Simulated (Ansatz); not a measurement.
Sc, response to strain

Start from Sc in the hcp (Mg type) structure (space group P6_3/mmc, No. 194; a = 3.319 Å, c = 5.166 Å). Axes: x lies along a and z along c of the hexagonal cell.

Strains are applied to the cell and any free atomic positions relax; under biaxial strain the out-of-plane vector relaxes too.

Method: PBE (Ansatz, a quantum-chemistry and plane-wave program; PAW; 420 eV plane waves; no SOC).

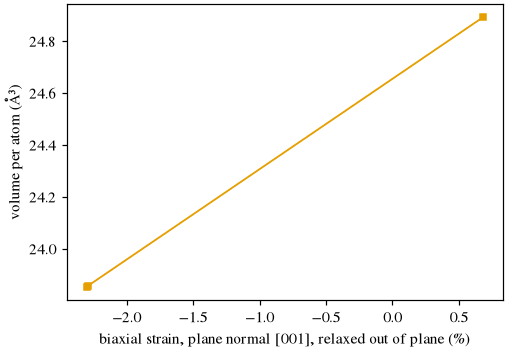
*Volume per atom against biaxial strain, plane normal [001], relaxed out of plane*

### Question
From the plot, what is the volume per atom for biaxial strain +0.68 %, plane normal [001], relaxed out of plane?

### Answer
About 24.89 Å³.

### Question
Is the trend monotonic over the range shown?

### Answer
Yes, it rises throughout, spanning 23.85 Å³ to 24.89 Å³.

Without a gap, meshes like the base's 16×16×9 leave anisotropic stresses uncertain by several tenths of a GPa, and small strain energies with them. Whether these cells are dynamically stable was not tested. The final runs are not spin-polarised.
